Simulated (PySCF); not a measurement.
CH14OSi5

```csv
atom,x (Å),y (Å),z (Å)
O,2.1782,-1.8802,0.4669
Si,2.5660,-0.3726,-0.0099
C,1.1081,0.4551,-0.9006
Si,-0.6160,0.2889,-0.0424
Si,-1.1082,-1.9969,0.0824
Si,-2.0977,1.4043,-1.4759
Si,-0.4580,1.2951,2.0622
H,1.9549,-2.5671,-0.1540
H,2.8484,0.2622,1.2702
H,3.7346,-0.4075,-0.8981
H,1.3373,1.5139,-1.0276
H,1.0287,0.0504,-1.9125
H,-0.4887,-2.7883,-0.9947
H,-2.5501,-2.2361,-0.0506
H,-0.7046,-2.6437,1.3322
H,-3.4642,1.3836,-0.9474
H,-1.7697,2.8171,-1.6941
H,-2.1751,0.8126,-2.8165
H,-1.7963,1.5700,2.5993
H,0.2418,2.5846,2.0462
H,0.2214,0.4715,3.0645
```

Geometry: GFN2-xTB.

The calculation used PySCF 2.14.0, PBE0/pcSseg-1, SCF density, gas phase, non-relativistic.

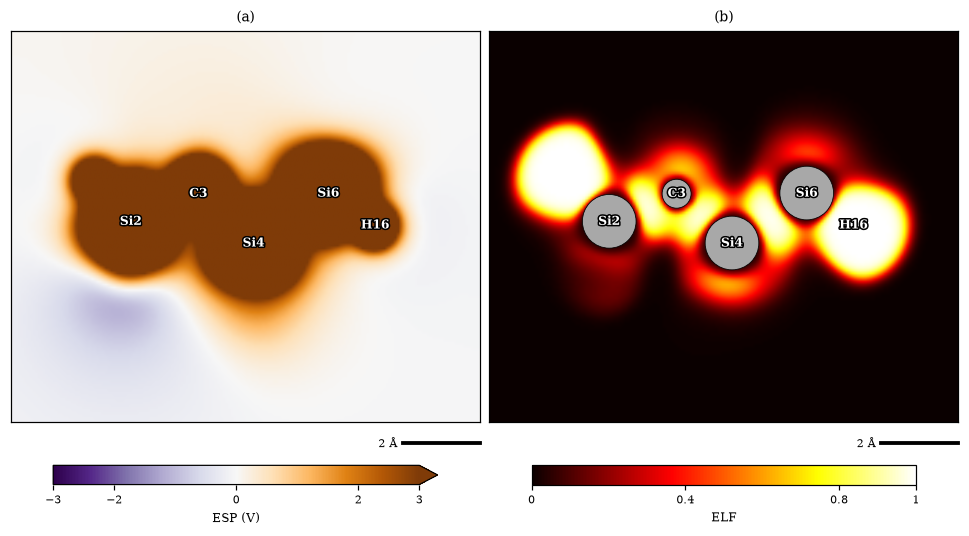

Figure 1. (a) electrostatic potential; (b) electron localisation function on the plane of atoms Si2, C3 and Si4. Grey discs cover the atomic cores in the ELF map.

> Interpret the plot.

The section cuts through Si, C and H sites.
C–Si (1.90 Å): the ELF peaks at about 0.95 between the atoms; localised, covalent bonding.
Si–Si (2.34 Å): the ELF peaks at about 1 between the atoms; a covalent bond.
Si–H (1.47 Å): the ELF climbs to about 1 towards the hydrogen, as it does in any bond to H.
Outside the dense part of the molecule the potential is most negative (−1.1 V) near O1, which lies off the plane.

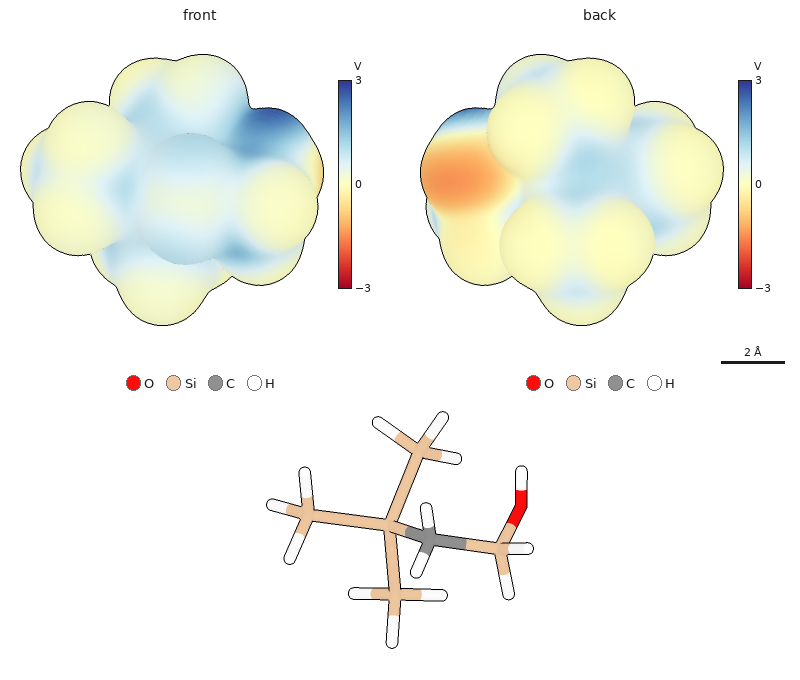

Figure 2. The molecular electrostatic potential painted on the density surface at 0.002 e/bohr³, seen from the front and from behind; red is negative and blue positive. The bare structure is drawn below in the same view.

> Describe the electrostatic potential map.

The most negative region (about −1.4 V, or −32 kcal/mol for a unit charge) lies over O1, the most positive (about +2.5 V, or +58 kcal/mol for a unit charge) over H8. O1 is the likeliest acceptor of a hydrogen bond.

> What dipole moment does the calculation give?

Its dipole moment is 1.64 D.
